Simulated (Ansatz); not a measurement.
Nudged elastic band, with input and output: BH$_{3}$Cl$_{2}$O (part 2 of 2)

BH$_{3}$Cl$_{2}$O; RKS PBE/def2-SVP (Ansatz 0.2.0). The run did not end well. It belongs to a series of runs on one base structure; here: band between the two ends.

Geometry of the input (Å):
```
B  -0.0804  -0.7864  -0.1660
O  0.0588  -0.1652  1.0288
H  -0.7984  0.1140  1.4031
Cl 1.3641  -1.3693  -0.9830
Cl -1.6773  -1.0259  -0.9030
H  0.3049  3.0807  1.8144
H  0.4953  2.3701  1.5913
```

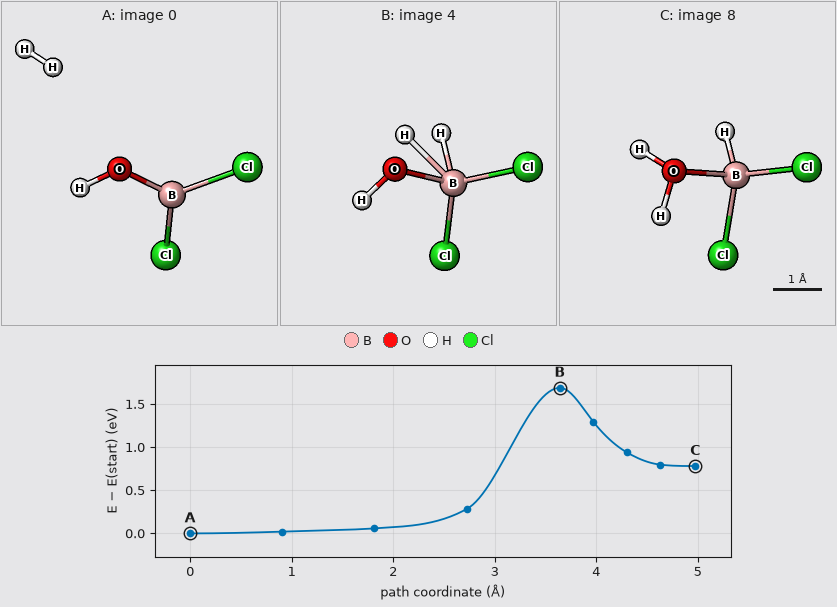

*Images of the last band (counted from 0; ball-and-stick, seen at a tilt) above the energy along the path; the line is a cubic interpolation that uses the forces.*

The highest image is number 4, 1.690 eV above the start and 0.908 eV above the end (the climbing image); the end lies 0.782 eV above the start. The path is 4.97 Å long. The band had not converged after 60 iterations.

```
Unfinished report: {"positions_ang":[[0.08526369521778,0.1701783642727162,0.13416218891517578],[0.031370801280239294,0.0711216604258297,1.6820078539829788],[-0.9089677067732534,-0.0442190837366329,1.934067553400902],[1.565244604539304,-0.5561584598929001,-0.5596053089460252],[-1.5083541635607076,-0.1804912068689166,-0.6429132597874114],[0.25508052181314456,1.5328482123265035,0.12236921891096042],[0.1473632474834925,1.2247195034733993,1.11551275352342]],"unchecked":["starts","cluster_reference","orbital_swaps","neighbouring_geometries","increment"],"mean_field":{"relativity":"none","state":{"energy":{"ev":-27795.301039610476,"hartree":-1021.4584728739635},"converged":true,"gradient_ev":0.000037252269468099054,"stability":{"kind":"minimum","curvature_ev":87.44568933549252},"curvature_floor_ev":0.00030000000000000003,"spin_squared":-3.552713678800501e-15},"others":[],"fillings":{"estimated":0,"unestimated":0,"tried":0,"untried":0,"excluded_magnetic_sites":0},"n_dropped_functions":0,"n_trapped_functions":0,"passes":{"evaluations":2,"products":17},"factors":{"origin":"density fitting in generated functions","count":861,"bound_ev":null},"gradient_stop_ev":0.00009,"reference_kind":"stationary","functional":{"name":"PBE","citations":["Perdew, Burke & Ernzerhof, Phys. Rev. Lett. 77, 3865 (1996) doi:10.1103/PhysRevLett.77.3865"],"text":"name \"PBE\"\ncite \"Perdew, Burke & Ernzerhof, Phys. Rev. Lett. 77, 3865 (1996) doi:10.1103/PhysRevLett.77.3865\"\nparent pbe\nparameter kappa = 0.804\nparameter beta = 0.06672455060314922\nexchange = pbe_x(kappa = kappa, mu = beta*pi^2/3)\ncorrelation = pbe_c(beta = beta)\n","parameters":{"beta":{"value":0.06672455060314922,"default":0.06672455060314922},"kappa":{"value":0.804,"default":0.804}},"final_grid":{"core_spheres":13.0,"valence_spheres":11.0,"degree":36.0},"final_grid_parameter_source":"default","radial_points_factor":1.0,"radial_grid_error_ev":3.125828648923977e-7,"grid_sensitivity":"normal","grid_sensitivity_ratio":0.001870803151768979},"unsmoothed_excess_ev":-0.00002583791493100146,"symmetry":{"irreps":["A"],"axes":[[0.9996874930130955,0.020686194857177504,0.01403558532883082],[-0.019383607985899335,0.9959909341758111,-0.0873288885824376],[-0.01578581814924357,0.08702953741073029,0.9960806531418192]],"occupied":[{"A":25},{"A":25}]},"density_repulsion":{"missed_ev":0.00012008200201117506,"excess_ev":0.00012005552254544386,"most_excess_ev":0.00065,"are_drawn_again":false,"n_first_factors":861,"energy_change_ev":0.0,"n_dropped_ends":0},"direct_passes":"host"},"factors":{"origin":"density fitting in generated functions","count":861,"bound_ev":null},"n_frozen":0,"n_occupied":[25,25],"n_virtual":[54,54],"reference":{"ev":-27795.301039610476,"hartree":-1021.4584728739635},"total":{"ev":-27795.301039610476,"hartree":-1021.4584728739635},"forces_ev_per_angstrom":[[0.005736125974749898,0.004738278459944826,0.0029592919906821957],[0.003307287820565301,0.016979702972058065,0.0005396202347345571],[-0.001606452895217706,-0.03320116829882357,-0.009149416484885625],[-0.002685051391507733,-0.012379907911314169,0.002463262470050895],[-0.001568357339067137,0.007581547107238054,0.013523311083259939],[0.012404362960914857,0.0026114708373920666,-0.006074702119252588],[-0.015587915126684872,0.013670076829580026,-0.004261367185945487]],"charge_distribution":{"dipole_moment_e_ang":[-0.268432447157476,0.3070868081366348,0.42219633026769254],"mulliken_charges_e":[-0.009992765604145859,-0.14967804266645146,0.18896584032610986,-0.06458782702534904,-0.10075933954053795,-0.0828708278229422,0.21892296233329445],"lowdin_charges_e":[-0.9523166045522222,0.25541578619424676,0.007238503836074162,0.2937961499564352,0.2665920299272315,0.02908798609369656,0.10018614854448948]},"n_threads":2,"memory_gib":2.556818182580173,"seconds":{"hamiltonian":0.766690173,"orbitals":0.0,"second_order":0.0,"solver_start":0.0,"cycles":0.0,"cycle":0.0,"perturbative":0.0,"full_ci_increment":0.0,"forces":0.0}}
this run last wrote the band of iteration 60 to [file]
Error: NEB band did not converge after 60 iterations: max|band force component| = 1.05e-1 eV/Å (threshold 5.0e-2); raise `neb.max_iterations` in a new run, which can start from the last band evaluated (`neb.initial_path`, with `crystal.atoms` and `neb.final_atoms` set to its first and last images), add images, or start from endpoints closer to local minima. Where this run's directory can be resumed (`checkpoint.write`), a resume goes on for up to `neb.max_iterations` more; to start a new run from the last band, take its images' positions from the `neb_iteration` event of iteration 60 (`data.images[].positions_ang`), in the event stream of the run that computed that iteration (not this run's, if it was resumed behind it). With `checkpoint.write`, `steps/00-neb/state/checkpoint.json` in the run directory holds the last saved band, under `neb.evaluated.images[].positions_ang` (a band under a hybrid functional on support functions is neither saved nor resumed: `neb.initial_path` says where its path is): check the last entry of `neb.iterations` there, which is earlier than 60 if that iteration was not saved or its write failed. If the band's step has no `state` directory and holds `state.next`, a write was cut short, and the file is under `state.next` instead (behind a loss of power it can be under `state.prev`)
this run wrote the band of iteration 60 to [file] as well, whether or not its events were kept: a new run's `neb.initial_path` can list its `images[].positions_ang`
a run's events are kept only if it was started with --events-out <file>, and are in that file
```

**The last band as extended XYZ (Å, eV, eV/Å)**
```
7
Properties=species:S:1:pos:R:3:forces:R:3 image=0 energy=-27796.99072
B    -0.0804   -0.7864   -0.1660    0.0144  -0.0100   0.0294
O     0.0588   -0.1652    1.0288   -0.0084   0.0077  -0.0082
H    -0.7984    0.1140    1.4031    0.0059  -0.0008  -0.0013
Cl    1.3641   -1.3693   -0.9830    0.0132   0.0024  -0.0077
Cl   -1.6773   -1.0259   -0.9030   -0.0260   0.0014  -0.0129
H     0.3049    3.0807    1.8144    0.0007   0.0021   0.0012
H     0.4953    2.3701    1.5913    0.0002  -0.0028  -0.0006
7
Properties=species:S:1:pos:R:3:forces:R:3 image=1 energy=-27796.96992
B    -0.0671   -0.6273   -0.0524   -0.0039  -0.0037   0.0399
O     0.0065   -0.2446    1.2452    0.0600  -0.0612  -0.0633
H    -0.8647   -0.0046    1.6101   -0.0685  -0.0321   0.0347
Cl    1.4251   -1.0201   -0.8960   -0.0016  -0.0228  -0.0050
Cl   -1.6266   -0.7323   -0.8944   -0.0018   0.0051  -0.0171
H     0.3200    2.7963    1.3345    0.0101   0.0664   0.0217
H     0.4737    2.0507    1.4386    0.0057   0.0483  -0.0109
7
Properties=species:S:1:pos:R:3:forces:R:3 image=2 energy=-27796.93255
B    -0.0577   -0.4909    0.0851   -0.0061  -0.0372  -0.0042
O    -0.0467   -0.3800    1.4345   -0.0136  -0.0549   0.0088
H    -0.9314   -0.1736    1.7914   -0.0084  -0.0924   0.0091
Cl    1.4718   -0.7138   -0.7539   -0.0057  -0.0450   0.0034
Cl   -1.5744   -0.4093   -0.8357    0.0003   0.0149  -0.0078
H     0.3740    2.4783    0.7775    0.0157   0.1266   0.0093
H     0.4314    1.9072    1.2867    0.0177   0.0880  -0.0185
7
Properties=species:S:1:pos:R:3:forces:R:3 image=3 energy=-27796.70438
B    -0.0099   -0.2778    0.2318   -0.0761  -0.4255   0.0905
O    -0.0399   -0.3292    1.5910   -0.0744  -0.3056  -0.0337
H    -0.9404   -0.1649    1.9309    0.0159  -0.0927   0.0217
Cl    1.5239   -0.5371   -0.5957   -0.0227  -0.0352   0.0170
Cl   -1.5075   -0.1131   -0.7152    0.0143   0.0083  -0.0173
H     0.3504    1.9543    0.3120    0.0443   0.3687   0.0732
H     0.2905    1.6858    1.0308    0.0987   0.4820  -0.1514
7
Properties=species:S:1:pos:R:3:forces:R:3 image=4 energy=-27795.30101
B     0.0853    0.1702    0.1342    0.0057   0.0047   0.0030
O     0.0314    0.0711    1.6820    0.0033   0.0170   0.0005
H    -0.9090   -0.0442    1.9341   -0.0016  -0.0332  -0.0091
Cl    1.5652   -0.5562   -0.5596   -0.0027  -0.0124   0.0025
Cl   -1.5084   -0.1805   -0.6429   -0.0016   0.0076   0.0135
H     0.2551    1.5328    0.1224    0.0124   0.0026  -0.0061
H     0.1474    1.2247    1.1155   -0.0156   0.0137  -0.0043
7
Properties=species:S:1:pos:R:3:forces:R:3 image=5 energy=-27795.69523
B     0.1019    0.2531    0.0096    0.1079   0.3746  -0.5729
O     0.0537    0.1382    1.6758    0.0583   0.3957  -0.0142
H    -0.8847   -0.0340    1.9196    0.0410   0.0893  -0.1034
Cl    1.5586   -0.5833   -0.5972    0.0245  -0.1977  -0.0491
Cl   -1.5315   -0.2003   -0.6289   -0.0495  -0.1511   0.0339
H     0.2505    1.5116    0.0419    0.0118  -0.1195  -0.4374
H     0.1183    1.1328    1.3647   -0.1941  -0.3913   1.1432
7
Properties=species:S:1:pos:R:3:forces:R:3 image=6 energy=-27796.04935
B     0.1110    0.3065   -0.0661    0.0360   0.1056  -0.1536
O     0.0565    0.1470    1.6456   -0.0031   0.0599  -0.0583
H    -0.8821   -0.0470    1.8733    0.0155  -0.0332  -0.1193
Cl    1.5345   -0.6282   -0.6306   -0.0260  -0.1094  -0.0314
Cl   -1.5453   -0.2152   -0.6224   -0.0104  -0.0882   0.0380
H     0.2637    1.5255   -0.0667    0.0243   0.0238  -0.2727
H     0.1286    1.1294    1.6526   -0.0362   0.0415   0.5973
7
Properties=species:S:1:pos:R:3:forces:R:3 image=7 energy=-27796.19304
B     0.1322    0.3546   -0.0882    0.0117   0.0218  -0.0076
O     0.0641    0.1925    1.6092    0.0277   0.0660  -0.0145
H    -0.8506   -0.1342    1.7780   -0.0178  -0.0321  -0.0769
Cl    1.4946   -0.6884   -0.6372   -0.0121  -0.0258   0.0077
Cl   -1.5554   -0.1925   -0.5800   -0.0047  -0.0142   0.0446
H     0.3118    1.5558   -0.1914    0.0118   0.0162  -0.0831
H     0.0703    1.1303    1.8953   -0.0165  -0.0319   0.1298
7
Properties=species:S:1:pos:R:3:forces:R:3 image=8 energy=-27796.20909
B     0.1517    0.3948   -0.0891    0.0041  -0.0073   0.0033
O     0.1025    0.2442    1.6005   -0.0179   0.0049   0.0112
H    -0.7163   -0.2935    1.7319    0.0217   0.0181  -0.0052
Cl    1.4307   -0.7554   -0.6339   -0.0074   0.0060   0.0013
Cl   -1.5790   -0.0879   -0.5251    0.0018   0.0021  -0.0022
H     0.3915    1.5782   -0.2425   -0.0004  -0.0017  -0.0060
H    -0.1141    1.1376    1.9437   -0.0018  -0.0221  -0.0026
```

**Outcome**

| quantity | value |
| --- | --- |
| outcome | not converged |
| barrier, forward (band not converged) | 1.690 eV |
| barrier, backward | 0.908 eV |
| hardware | 2 threads of Arm Neoverse V2, 24 GiB of memory available, shared host |
| wall time | 5.4 min (CPU time 10 min) |
| peak memory | 0.11 GiB |

**Diagnosis**

The run did not converge: “NEB band did not converge after 60 iterations: max|band force component| = 1.05e-1 eV/Å (threshold 5.0e-2); raise `neb.max_iterations` in a new run, which can start from the last band evaluated (`neb.initial_path`, with `crystal.atoms` and `neb.final_atoms` set to its first and last images), add images, or start from endpoints closer to local minima …” Its last values are not results.
